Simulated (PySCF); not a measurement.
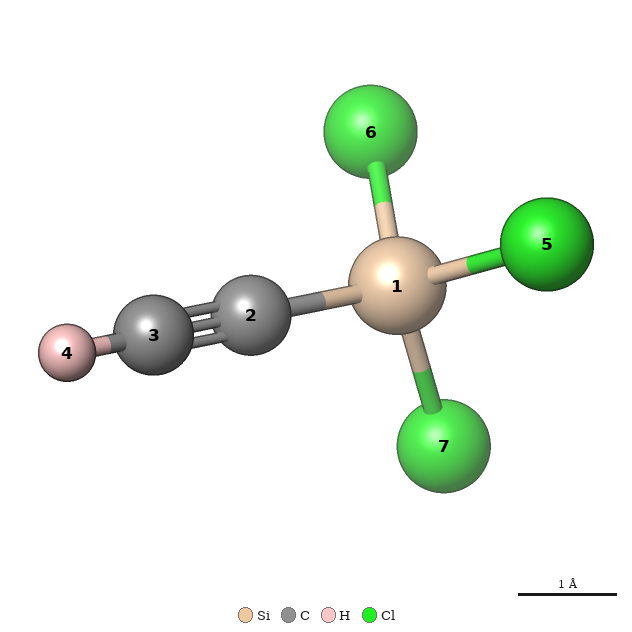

Orthographic view. Atoms fade into the background with distance from the viewer. The geometry was computed by an optimisation with PBE0-D3(BJ)/def2-SVP. No frequency run is at hand to confirm it as a minimum.

Write a MOL file (V2000) with the atoms in numerical order, bonds sorted by atom number with the orders drawn, and coordinates in the frame of the picture: x right, y up, z towards the viewer, origin at the mean position.

```
C2HCl3Si
                    3D

  7  6  0  0  0  0  0  0  0  0999 V2000
    0.8100    0.1600   -0.5200 Si  0  0  0  0  0  4  0  0  0  0  0  0
   -0.7000   -0.1400    0.4300 C   0  0  0  0  0  0  0  0  0  0  0  0
   -1.7000   -0.3400    1.0900 C   0  0  0  0  0  0  0  0  0  0  0  0
   -2.5900   -0.5300    1.6700 H   0  0  0  0  0  0  0  0  0  0  0  0
    2.3500    0.5900    0.7500 Cl  0  0  0  0  0  0  0  0  0  0  0  0
    0.5300    1.7500   -1.7800 Cl  0  0  0  0  0  0  0  0  0  0  0  0
    1.2900   -1.4900   -1.6200 Cl  0  0  0  0  0  0  0  0  0  0  0  0
  1  2  1  0
  1  5  1  0
  1  6  1  0
  1  7  1  0
  2  3  3  0
  3  4  1  0
M  END
```
